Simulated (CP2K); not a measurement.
# GFN2-xTB run of AlO (oxoaluminum)

What is the vertical electron affinity of AlO (oxoaluminum) at GFN2-xTB? Input form: an ASE script.

Program for the calculation: CP2K 2026.2.

3 further runs of the same task are left out: 1 that didn't finish, 2 set aside as unsound or not needed.

### 1 The system as given

AlO has 2 atoms, charge 0, and is taken as a doublet. SMILES: `[O]=[Al]`. Geometry: a GFN2-xTB relaxation, a rough one for these elements and not checked as a minimum.

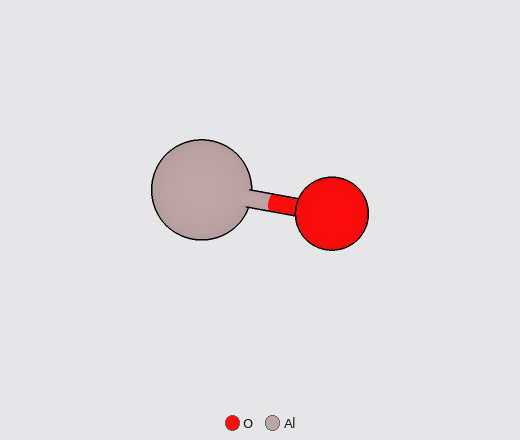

Viewed from a chosen angle; oxygen red, aluminium light grey.

### 2 Energy and forces at GFN2-xTB

calc.py

```python
import numpy as np
from ase import Atoms
from ase.calculators.cp2k import CP2K

atoms = Atoms(['O', 'Al'],
              positions=[(0.000000, 0.000000, 0.000000),
                         (0.000000, 0.000000, 1.570050)])
atoms.set_cell([8.0, 8.0, 9.6])
atoms.center()
cp2k_input = """
&FORCE_EVAL
   METHOD Quickstep
   &DFT
      CHARGE 0
      MULTIPLICITY 2
      SPIN_POLARIZED T
      &QS
         METHOD XTB
         EPS_DEFAULT 1.0E-10
         &XTB
            GFN_TYPE TBLITE
            &TBLITE
               METHOD GFN2
            &END TBLITE
            CHECK_ATOMIC_CHARGES F
         &END XTB
      &END QS
      &POISSON
         PERIODIC NONE
         POISSON_SOLVER ANALYTIC
      &END POISSON
      &SCF
         SCF_GUESS ATOMIC
         EPS_SCF 1.0E-06
         MAX_SCF 150
         ADDED_MOS 2
         &DIAGONALIZATION
            ALGORITHM STANDARD
         &END DIAGONALIZATION
         &MIXING
            METHOD DIRECT_P_MIXING
            ALPHA 0.4
         &END MIXING
      &END SCF
      ! extra output
      &PRINT
         &MOMENTS
            PERIODIC F
            REFERENCE COM
            MAX_MOMENT 1
         &END MOMENTS
         &MO ON
            ENERGIES T
            OCCUPATION_NUMBERS T
            NDIGITS 6
            &EACH
               QS_SCF 0
            &END EACH
            ADD_LAST NUMERIC
         &END MO
         &HIRSHFELD OFF
         &END HIRSHFELD
      &END PRINT
   &END DFT
   ! structure
   &SUBSYS
   &END SUBSYS
&END FORCE_EVAL
"""
calc = CP2K(command="cp2k.psmp -s", label="molecule", inp=cp2k_input, basis_set=None, basis_set_file=None, potential_file=None, pseudo_potential=None, xc=None, cutoff=None, max_scf=None, charge=None, uks=False,
            force_eval_method=None, print_level="LOW", poisson_solver=None, stress_tensor=False)
atoms.calc = calc
e = atoms.get_potential_energy()
f = atoms.get_forces()
print(f"energy = {e:.6f} eV")
print("forces (eV/angstrom):")
for s, v in zip(atoms.get_chemical_symbols(), f):
    print(f"{s:2s} {v[0]:10.5f} {v[1]:10.5f} {v[2]:10.5f}")
```

Run with:

```
OMP_NUM_THREADS=1 python calc.py
```

What it wrote:

```text
energy = -138.750248 eV
forces (eV/angstrom):
O    -0.00000    0.00000    0.00518
Al    0.00000   -0.00000   -0.00518
```

molecule.out:

```text
CP2K| version string:                                       CP2K version 2026.2
 CP2K| Input file name                                              molecule.inp

[... 16 lines left out ...]
 *** WARNING in qs_kind_types.F:2330 :: Information provided in the input ***
[... 104 lines left out ...]
  *** SCF run converged in    31 steps ***
[... 3 lines left out ...]
  Electrostatic energy:                                         0.05613165435971
[... 3 lines left out ...]
  Electronic entropic energy:                                  -0.00000079828240
[... 3 lines left out ...]
  Total energy (extrapolated to T->0):                         -5.09897760405271
[... 3 lines left out ...]
 TB_DIPOLE| Moment [a.u.]           0.00000000       0.00000000       1.36753885
[... 49 lines left out ...]
 dbcsr_finalize                     987 10.5    0.003    0.003    0.010    0.010
[... 2 lines left out ...]
 -------------------------------------------------------------------------------
```

Run time: 1.9 s. Hardware: 1 thread of AMD EPYC 7R43 (Zen 3), shared host; peak memory 0.18 GiB.

### 3 The singlet anion

run.py

```python
import numpy as np
from ase import Atoms
from ase.calculators.cp2k import CP2K

atoms = Atoms(['O', 'Al'],
              positions=[(0.000000, 0.000000, 0.000000),
                         (0.000000, 0.000000, 1.570050)])
atoms.set_cell([8.0, 8.0, 9.6])
atoms.center()
cp2k_input = """
&FORCE_EVAL
  METHOD QS
  &DFT
    CHARGE -1
    &QS
      METHOD XTB
      EPS_DEFAULT 1.0E-10
      &XTB
        GFN_TYPE TBLITE
        &TBLITE
          METHOD GFN2
        &END TBLITE
        CHECK_ATOMIC_CHARGES F
      &END XTB
    &END QS
    &POISSON
      PERIODIC NONE
      POISSON_SOLVER ANALYTIC
    &END POISSON
    &SCF
      SCF_GUESS ATOMIC
      EPS_SCF 1.0E-06
      MAX_SCF 150
      ADDED_MOS 4
      &DIAGONALIZATION
        ALGORITHM STANDARD
      &END DIAGONALIZATION
      &MIXING
        METHOD DIRECT_P_MIXING
        ALPHA 0.4
      &END MIXING
      &SMEAR ON
        METHOD FERMI_DIRAC
        ELECTRONIC_TEMPERATURE [K] 300
      &END SMEAR
    &END SCF
    &PRINT
      &MOMENTS
        PERIODIC F
        REFERENCE COM
        MAX_MOMENT 1
      &END MOMENTS
      &MO ON
        ENERGIES T
        OCCUPATION_NUMBERS T
        NDIGITS 6
        &EACH
          QS_SCF 0
        &END EACH
        ADD_LAST NUMERIC
      &END MO
      &HIRSHFELD OFF
      &END HIRSHFELD
    &END PRINT
  &END DFT
  &SUBSYS
  &END SUBSYS
&END FORCE_EVAL
"""
cp2k = CP2K(command="cp2k.psmp -s", label="job", inp=cp2k_input, basis_set=None, basis_set_file=None, potential_file=None, pseudo_potential=None, xc=None, cutoff=None, max_scf=None, charge=None, uks=False,
            force_eval_method=None, print_level="LOW", poisson_solver=None, stress_tensor=False)
atoms.calc = cp2k
e = atoms.get_potential_energy()
f = atoms.get_forces()
print(f"energy = {e:.6f} eV")
print("forces (eV/angstrom):")
for s, v in zip(atoms.get_chemical_symbols(), f):
    print(f"{s:2s} {v[0]:10.5f} {v[1]:10.5f} {v[2]:10.5f}")
```

Run with:

```
OMP_NUM_THREADS=1 python run.py
```

What it wrote:

```text
energy = -144.035850 eV
forces (eV/angstrom):
O    -0.00000   -0.00000   -1.94176
Al    0.00000    0.00000    1.94176
```

job.out:

```text
CP2K| version string:                                       CP2K version 2026.2
 CP2K| Input file name                                                   job.inp

[... 79 lines left out ...]
  Step     Update method      Time    Convergence         Total energy    Change
[... 24 lines left out ...]
  Repulsive potential energy:                                   0.03046848076852
[... 2 lines left out ...]
  Non-self consistent dispersion energy:                        0.00000000000000
[... 4 lines left out ...]
  Total energy:                                                -5.29322031102249
[... 3 lines left out ...]
 TB_DIPOLE| Ref. Point [Bohr]       7.55890453       7.55890453       9.44973272
[... 2 lines left out ...]
 TB_DIPOLE| Derivative [a.u.]       0.00000000       0.00000000       0.00000000
[... 39 lines left out ...]
 -------------------------------------------------------------------------------
```

Wall time 1.8 s (1 thread of AMD EPYC 7R43 (Zen 3), shared host); peak memory 0.18 GiB.

### 4 Results

At GFN2-xTB:

```
                                              quantity        value
                             doublet AlO: total energy  -5.09898 Eh
doublet AlO: dipole moment (from atomic charges alone)       3.48 D
       doublet AlO: HOMO energy (highest over α and β)    -10.94 eV
        doublet AlO: LUMO energy (lowest over α and β)    -10.41 eV
                           singlet anion: total energy  -5.29322 Eh
                            singlet anion: HOMO energy     -0.01 eV
                            singlet anion: LUMO energy      3.06 eV
                          singlet anion: HOMO–LUMO gap      3.07 eV
     vertical electron affinity (to the singlet anion)     5.286 eV
```

At fixed nuclei the extra electron is bound by 5.29 eV (122 kcal/mol). A minimal valence basis can't be trusted even for the sign of an electron affinity. xTB total energies overstate such differences by several eV unless an empirical shift is taken off; none is applied here. The dipole (doublet AlO) comes from point charges on the atoms alone, without atomic dipoles, so it is partial.
